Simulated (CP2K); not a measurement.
**HF/def2-SVPD run of SiHF3 (SMILES F[SiH](F)F)**

What is the energy change on altering one bond length of SiHF3 at HF/def2-SVPD? 

The results are computed with CP2K 2026.2.

## Step 1: The structure to begin with

The species is SiHF3 (5 atoms), meant as a singlet with charge 0. SMILES: `F[SiH](F)F`. The coordinates come from a PBE0-D4/def2-TZVP relaxation.

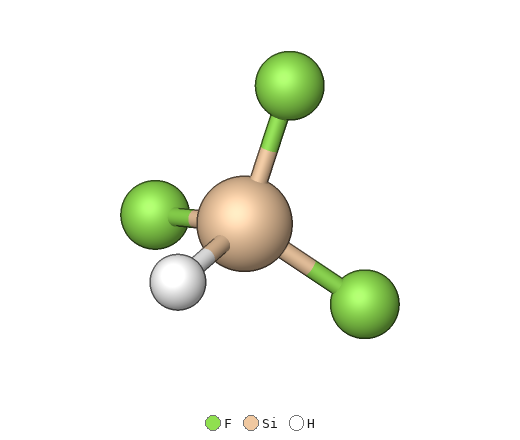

The structure, seen from a chosen angle (fluorine green, silicon light orange, hydrogen white).

## Step 2: A single-point energy at HF/def2-SVPD

molecule.xyz

```xyz
5

F     -0.447100    -0.082200     1.491300
Si     0.040700     0.001700    -0.001800
F     -0.597100     1.281400    -0.657200
F     -0.495900    -1.263300    -0.767200
H      1.499400     0.062400    -0.065100
```

job.inp

```
&GLOBAL
  PROJECT job
  RUN_TYPE ENERGY
  PRINT_LEVEL MEDIUM
&END GLOBAL
&FORCE_EVAL
  METHOD Quickstep
  &DFT
    BASIS_SET_FILE_NAME ./def2_svpd.basis
    POTENTIAL_FILE_NAME POTENTIAL
    &QS
      METHOD GAPW
      EPS_DEFAULT 1.0E-10
    &END QS
    &MGRID
      CUTOFF 280
      REL_CUTOFF 50
      NGRIDS 4
    &END MGRID
    &POISSON
      PERIODIC NONE
      POISSON_SOLVER MULTIPOLE
    &END POISSON
    &SCF
      SCF_GUESS ATOMIC
      EPS_SCF 1.0E-07
      MAX_SCF 150
      ADDED_MOS 10
      &DIAGONALIZATION
        ALGORITHM STANDARD
      &END DIAGONALIZATION
      &MIXING
        METHOD DIRECT_P_MIXING
        ALPHA 0.4
      &END MIXING
    &END SCF
    &XC
      &XC_FUNCTIONAL NONE
      &END XC_FUNCTIONAL
      &HF
        FRACTION 1
        &SCREENING
          EPS_SCHWARZ 1.0E-10
        &END SCREENING
        &MEMORY
          MAX_MEMORY 1050
        &END MEMORY
      &END HF
    &END XC
    &PRINT
      &MOMENTS
        PERIODIC F
        REFERENCE COM
        MAX_MOMENT 1
      &END MOMENTS
      &MO ON
        ENERGIES T
        OCCUPATION_NUMBERS T
        NDIGITS 6
        &EACH
          QS_SCF 0
        &END EACH
        ADD_LAST NUMERIC
      &END MO
      &LOWDIN ON
      &END LOWDIN
      &HIRSHFELD OFF
      &END HIRSHFELD
    &END PRINT
  &END DFT
  &SUBSYS
    &CELL
      ABC 10.7 11.1 10.9
      PERIODIC NONE
    &END CELL
    &TOPOLOGY
      COORD_FILE_NAME molecule.xyz
      COORD_FILE_FORMAT XYZ
      &CENTER_COORDINATES
      &END CENTER_COORDINATES
    &END TOPOLOGY
    &KIND F
      BASIS_SET def2-SVPD
      POTENTIAL ALL
      LEBEDEV_GRID 194
      RADIAL_GRID 100
    &END KIND
    &KIND Si
      BASIS_SET def2-SVPD
      POTENTIAL ALL
      LEBEDEV_GRID 194
      RADIAL_GRID 100
    &END KIND
    &KIND H
      BASIS_SET def2-SVPD
      POTENTIAL ALL
      LEBEDEV_GRID 194
      RADIAL_GRID 100
    &END KIND
  &END SUBSYS
&END FORCE_EVAL
```

Launch:

```
OMP_NUM_THREADS=1 cp2k.psmp -i job.inp > job.out 2>&1
```

What it wrote, shortened:

```text
CP2K| version string:                                       CP2K version 2026.2
[...]
 GLOBAL| Method name                                                        CP2K
[...]
 GLOBAL| Run type                                                         ENERGY
[...]
 DFT| Spin restricted Kohn-Sham (RKS) calculation                            RKS
 DFT| Multiplicity                                                             1
[...]
 DFT| Charge                                                                   0
[...]
 QS| Method:                                                                GAPW
[...]
 QS| Density cutoff [a.u.]:                                                140.0
[...]
 QS| Relative density cutoff [a.u.]:                                        25.0
[...]
                             - Atoms:                                          5
[...]
                             - Spherical basis functions:                    101
[...]
 Number of electrons:                                                         42
[...]
     1 P_Mix/Diag. 0.40E+00    3.8     0.85612544      -587.9470301221 -5.88E+02
[...]
    17 DIIS/Diag.  0.47E-07    0.6     0.00000004      -587.7105810082 -1.82E-12
  *** SCF run converged in    17 steps ***
[...]
  Overlap energy of the core charge distribution:               0.00000023985410
  Self energy of the core charge distribution:               -440.76105025799143
  Core Hamiltonian energy:                                   -175.01558107115275
  Hartree energy:                                              84.96746945694490
  Exchange-correlation energy:                                  0.00000000000000
  Hartree-Fock Exchange energy:                               -51.10829916882484
[...]
                     Mulliken Population Analysis
 #  Atom  Element  Kind  Atomic population                           Net charge
       1     F        1          9.770399                             -0.770399
       2     Si       2         11.404934                              2.595066
       3     F        1          9.770369                             -0.770369
       4     F        1          9.770353                             -0.770353
       5     H        3          1.283945                             -0.283945
 # Total charge                             42.000000                 -0.000000
[...]
  Dipole moment [Debye]
    X=  0.1595389E+01 Y=  0.6644702E-01 Z= -0.6956473E-01  Total=      1.5982867
 ENERGY| Total FORCE_EVAL ( QS ) energy [hartree]           -587.710581008217332
[...]
```

It took 14 s on 1 thread of Arm Neoverse V1, shared host; peak memory 0.7 GiB.

## Step 3: The distorted shape at the same level

qs.inp

```
&GLOBAL
   PROJECT_NAME qs
   RUN_TYPE ENERGY
   PRINT_LEVEL MEDIUM
&END GLOBAL
&FORCE_EVAL
   METHOD QUICKSTEP
   &DFT
      BASIS_SET_FILE_NAME ./def2_svpd.basis
      POTENTIAL_FILE_NAME POTENTIAL
      &QS
         METHOD GAPW
         EPS_DEFAULT 1.0E-10
      &END QS
      &MGRID
         CUTOFF 280
         REL_CUTOFF 50
         NGRIDS 4
      &END MGRID
      &POISSON
         PERIODIC NONE
         POISSON_SOLVER MULTIPOLE
      &END POISSON
      &SCF
         SCF_GUESS ATOMIC
         EPS_SCF 1.0E-07
         MAX_SCF 100
         ADDED_MOS 3
         &DIAGONALIZATION
            ALGORITHM STANDARD
         &END DIAGONALIZATION
         &MIXING
            METHOD DIRECT_P_MIXING
            ALPHA 0.4
         &END MIXING
      &END SCF
      &XC
         &XC_FUNCTIONAL NONE
         &END XC_FUNCTIONAL
         &HF
            FRACTION 1
            &SCREENING
               EPS_SCHWARZ 1.0E-10
            &END SCREENING
            &MEMORY
               MAX_MEMORY 1050
            &END MEMORY
         &END HF
      &END XC
      &PRINT
         &MOMENTS
            PERIODIC F
            REFERENCE COM
            MAX_MOMENT 1
         &END MOMENTS
         &MO ON
            ENERGIES T
            OCCUPATION_NUMBERS T
            NDIGITS 6
            &EACH
               QS_SCF 0
            &END EACH
            ADD_LAST NUMERIC
         &END MO
         &LOWDIN ON
         &END LOWDIN
         &HIRSHFELD OFF
         &END HIRSHFELD
         &MO_MOLDEN ON
            NDIGITS 8
         &END MO_MOLDEN
      &END PRINT
   &END DFT
   &SUBSYS
      &CELL
         ABC 11.2 12.7 11.8
         PERIODIC NONE
      &END CELL
      &COORD
         SCALED T
         F    0.44402812   0.55257965   0.63461839
         Si   0.48758170   0.55918594   0.50808449
         F    0.43063527   0.65994972   0.45254212
         F    0.38217723   0.34005028   0.36538161
         H    0.61782277   0.56396547   0.50272008
      &END COORD
      &KIND F
         BASIS_SET def2-SVPD
         POTENTIAL ALL
         LEBEDEV_GRID 194
         RADIAL_GRID 100
      &END KIND
      &KIND Si
         BASIS_SET def2-SVPD
         POTENTIAL ALL
         LEBEDEV_GRID 194
         RADIAL_GRID 100
      &END KIND
      &KIND H
         BASIS_SET def2-SVPD
         POTENTIAL ALL
         LEBEDEV_GRID 194
         RADIAL_GRID 100
      &END KIND
   &END SUBSYS
&END FORCE_EVAL
```

Launch:

```
OMP_NUM_THREADS=1 cp2k.psmp -i qs.inp -o qs.out
```

What it wrote, shortened:

```text
CP2K| version string:                                       CP2K version 2026.2
[...]
 GLOBAL| Method name                                                        CP2K
[...]
 GLOBAL| Run type                                                         ENERGY
[...]
 DFT| Spin restricted Kohn-Sham (RKS) calculation                            RKS
 DFT| Multiplicity                                                             1
[...]
 DFT| Charge                                                                   0
[...]
 QS| Method:                                                                GAPW
[...]
 QS| Density cutoff [a.u.]:                                                140.0
[...]
 QS| Relative density cutoff [a.u.]:                                        25.0
[...]
                             - Atoms:                                          5
[...]
                             - Spherical basis functions:                    101
[...]
 Number of electrons:                                                         42
[...]
     1 P_Mix/Diag. 0.40E+00    3.6     0.78086655      -587.2814893475 -5.87E+02
[...]
    26 DIIS/Diag.  0.20E-06    0.6     0.00000007      -587.4217808775  0.00E+00
  *** SCF run converged in    26 steps ***
[...]
  Overlap energy of the core charge distribution:               0.00000017854358
  Self energy of the core charge distribution:               -440.76105025799143
  Core Hamiltonian energy:                                   -175.66693992658821
  Hartree energy:                                              85.82755996040092
  Exchange-correlation energy:                                  0.00000000000000
  Hartree-Fock Exchange energy:                               -50.83594535479321
[...]
                     Mulliken Population Analysis
 #  Atom  Element  Kind  Atomic population                           Net charge
       1     F        1          9.669796                             -0.669796
       2     Si       2         11.761785                              2.238215
       3     F        1          9.669434                             -0.669434
       4     F        1          9.815460                             -0.815460
       5     H        3          1.083524                             -0.083524
 # Total charge                             42.000000                  0.000000
[...]
 ENERGY| Total FORCE_EVAL ( QS ) energy [hartree]           -587.421780877501760
[...]
```

Run time: 20 s. Hardware: 1 thread of Arm Neoverse V1, shared host; peak memory 0.78 GiB.

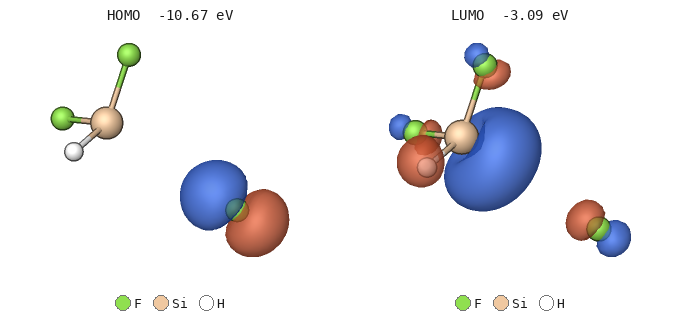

Frontier orbitals of this run, surfaces at ±0.2 Å^-3/2.

## Step 4: Outcome

Level: HF/def2-SVPD.

```
                                                          quantity          value
                                         first shape: total energy  -587.71058 Eh
                                        first shape: dipole moment         1.60 D
                                          first shape: HOMO energy      -15.42 eV
                                          first shape: LUMO energy        2.40 eV
                                        first shape: HOMO–LUMO gap       17.82 eV
                                     distorted shape: total energy  -587.42178 Eh
                                    distorted shape: dipole moment        10.99 D
                                      distorted shape: HOMO energy      -10.67 eV
                                      distorted shape: LUMO energy       -3.09 eV
                                    distorted shape: HOMO–LUMO gap        7.57 eV
energy change with the Si2–F4 bond stretched from 1.573 to 3.460 Å       7.859 eV
```

What this shows: One bond (distorted shape) is far stretched, which a spin-restricted single reference describes badly; a broken-symmetry solution may lie lower. With the Si2–F4 bond stretched from 1.573 to 3.460 Å the energy rises by 7.86 eV (181 kcal/mol). The first shape isn't relaxed at this level, so the change isn't measured from a minimum. A restricted reference can't describe the breaking bond well at this length.
